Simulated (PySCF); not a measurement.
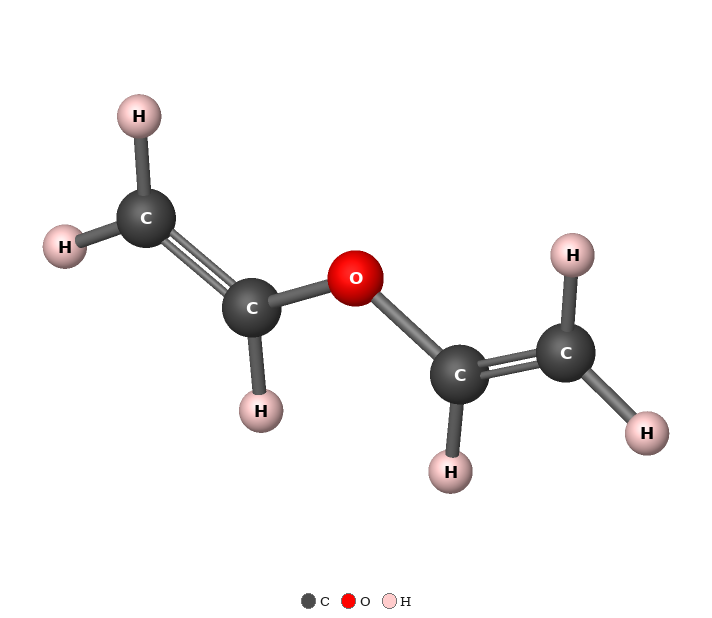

Rendered structure (ball-and-stick style). Multiple sticks mark multiple bonds (one Kekulé form).

The computed structure is the end point of a PBE0-D3(BJ)/def2-SVP optimisation. No frequency run is at hand to confirm it as a minimum.

What does the picture show?

Formula C4H6O. Its SMILES string is `C=COC=C`. It has no ring. Among its groups: ether, alkene. The point group is C2v. All atoms lie on one plane. Coordination: 4 C trigonal planar; 1 O bent.

More results for the same structure follow; atom numbers are the same in all pictures, views and colours differ.

### Charges

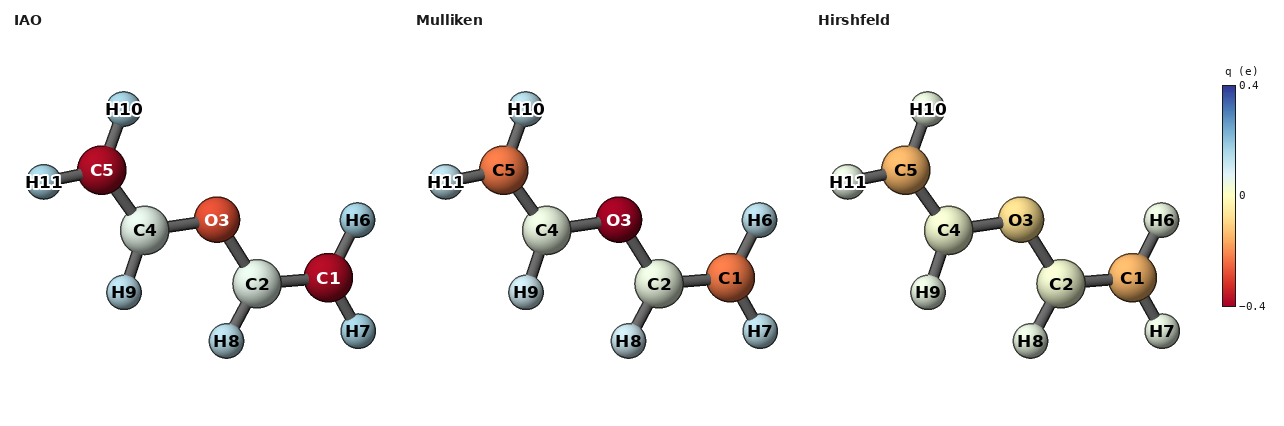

Atomic charges of one calculation by 3 schemes, on one colour scale. No frequency run is at hand to confirm it as a minimum. Method: PBE0/pcSseg-1 (PySCF 2.14.0).

Question: Which scheme gives the most polar picture (largest mean size of the charges)?

Answer: The IAO charges are the largest in size here, and the Hirshfeld charges the smallest.

Question: On which atom do the schemes disagree most?

Answer: On O3 (from −0.39 to −0.08 e).

List the charges (e), one line for each set of equivalent atoms.

```tsv
atom	IAO	Mulliken	Hirshfeld
C1, C5	−0.38	−0.22	−0.14
C2, C4	0.06	0.05	0.03
O3	−0.27	−0.39	−0.08
H6, H10	0.16	0.13	0.05
H7, H11	0.16	0.13	0.05
H8, H9	0.13	0.11	0.05
```

### Quadrupole coupling

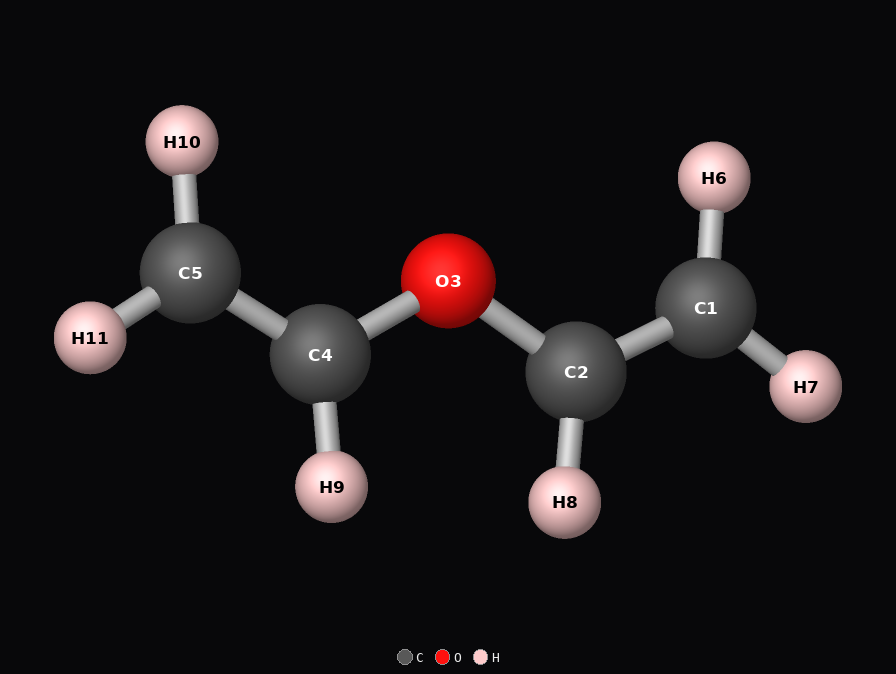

No frequency run is at hand to confirm it as a minimum. Electric field gradients from the ground-state density, B3LYP/pcJ-1 (PySCF 2.14.0), non-relativistic apart from any core potentials.

Give the largest field-gradient component, the quadrupole coupling constant and the asymmetry for 17O at O3 (Q = −25.6 mb), 2H at H6 (Q = 2.86 mb), 2H at H7 (Q = 2.86 mb).

```
atom  V_zz (a.u.)  e²qQ/h (MHz)     η
  O3        1.760        −10.58  0.37
  H6        0.300         0.202  0.08
  H7        0.304         0.204  0.09
```

### Bond orders

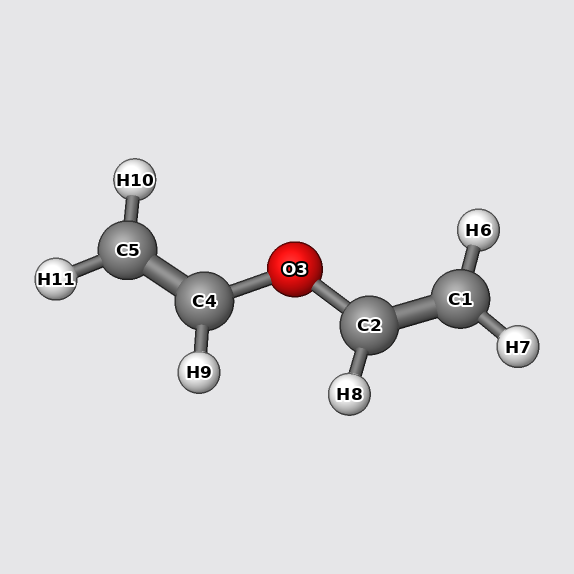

The thickness of each stick grows with its Mayer bond order. No frequency run is at hand to confirm it as a minimum. Computed with PBE0/pcSseg-1 (PySCF 2.14.0).

Question: Which bond has the highest Mayer bond order?

Answer: C1–C2 and C4–C5, 1.93, at a length of 1.331 Å.

List the Mayer bond orders of C2–O3, C1–C2, C2–H8, C1–H6, C1–H7 (one bond of each equivalent set).

```csv
bond,Mayer order,length (Å)
C2–O3,0.98,1.353
C1–C2,1.93,1.331
C2–H8,0.94,1.098
C1–H6,0.95,1.092
C1–H7,0.95,1.090
```

Mulliken values depend strongly on the basis set and can even reverse the polarity of a bond.
